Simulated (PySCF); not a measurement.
**SO3 (sulfur trioxide) at B3LYP/cc-pVDZ**

What is the vertical ionisation energy of SO3 (sulfur trioxide) at B3LYP/cc-pVDZ? The job is set up through a Python script.

Program for the calculation: PySCF 2.14.0.

## 1. The system as given

The species is SO3 (4 atoms), meant as a singlet with charge 0. As SMILES, `O=S(=O)=O`. Geometry: relaxed at GFN2-xTB.

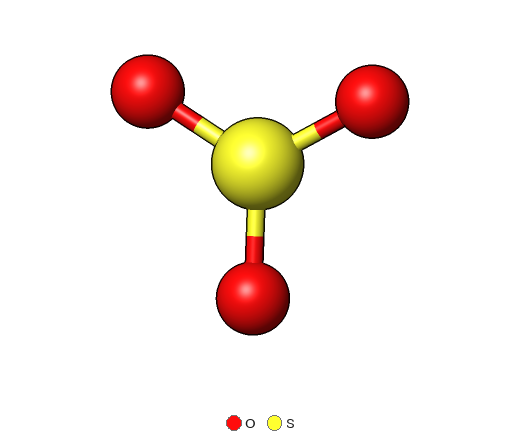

Viewed from a chosen angle; oxygen red, sulfur yellow.

## 2. The energy at B3LYP/cc-pVDZ

File run.py:

```python
from pyscf import gto, dft

molecule = gto.M(
    atom='''
O     -1.120230    -0.683760     0.536200
S      0.000050    -0.000150    -0.000380
O      1.307630    -0.327510     0.440320
O     -0.187450     1.011420    -0.976150
''',
    max_memory=1860,
    spin=0,
    basis='cc-pvdz',
    verbose=3,
)

mf = dft.RKS(molecule)
mf.xc = 'b3lyp'
mf.grids.level = 4
mf.conv_tol = 1e-10
mf.kernel()
if not mf.converged:
    mf = mf.newton().run(mf.mo_coeff, mf.mo_occ)

e_tot = mf.e_tot
print(f'total energy: {e_tot:.8f} hartree')
```

Launch:

```bash
$ OMP_NUM_THREADS=1 python run.py
```

What it wrote:

```text
converged SCF energy = -623.768185092753
total energy: -623.76818509 hartree
```

Wall time 7.8 s (1 thread of Arm Neoverse N1, shared host); peak memory 0.31 GiB.

## 3. The doublet cation at the same level

File input.py:

```python
from pyscf import gto, dft

system = gto.M(
    atom='''
O     -2.116928    -1.292119     1.013271
S      0.000094    -0.000283    -0.000718
O      2.471063    -0.618904     0.832084
O     -0.354229     1.911307    -1.844656
''',
    max_memory=1860,
    spin=1,
    unit='bohr',
    basis='cc-pvdz',
    charge=1,
    verbose=3,
)

myscf = dft.UKS(system)
myscf.xc = 'b3lyp'
myscf.conv_tol = 1e-10
myscf.grids.level = 4
myscf.kernel()
if not myscf.converged:
    myscf = myscf.newton().run(myscf.mo_coeff, myscf.mo_occ)

etot = myscf.e_tot
print('E(%s) = %.9f' % ('B3LYP', etot))
```

Launch:

```bash
$ OMP_NUM_THREADS=1 python input.py
```

What it wrote:

```text
converged SCF energy = -623.312861988729  <S^2> = 0.76043757  2S+1 = 2.0104105
E(B3LYP) = -623.312861989
```

Run time: 15 s. Hardware: 1 thread of Arm Neoverse N1, shared host; peak memory 0.31 GiB.

## 4. Results

At B3LYP/cc-pVDZ:

| quantity | value |
| --- | --- |
| singlet SO3: total energy | -623.76819 Eh |
| singlet SO3: dipole moment | 0.00 D |
| singlet SO3: HOMO energy | -9.24 eV |
| singlet SO3: LUMO energy | -2.34 eV |
| singlet SO3: HOMO–LUMO gap | 6.90 eV |
| doublet cation: total energy | -623.31286 Eh |
| doublet cation: HOMO energy (highest over α and β) | -19.02 eV |
| doublet cation: LUMO energy (lowest over α and β) | -15.53 eV |
| doublet cation: ⟨S²⟩ | 0.760 |
| vertical ionisation energy (to the doublet cation) | 12.390 eV |

In words: Removing an electron at fixed nuclei costs 12.39 eV (286 kcal/mol). −ε(HOMO) before ionisation, 9.24 eV, is 3.15 eV below this ionisation energy. Mulliken charges (singlet SO3) run from -0.32 on O3 to +0.97 on S2; they depend strongly on the basis.
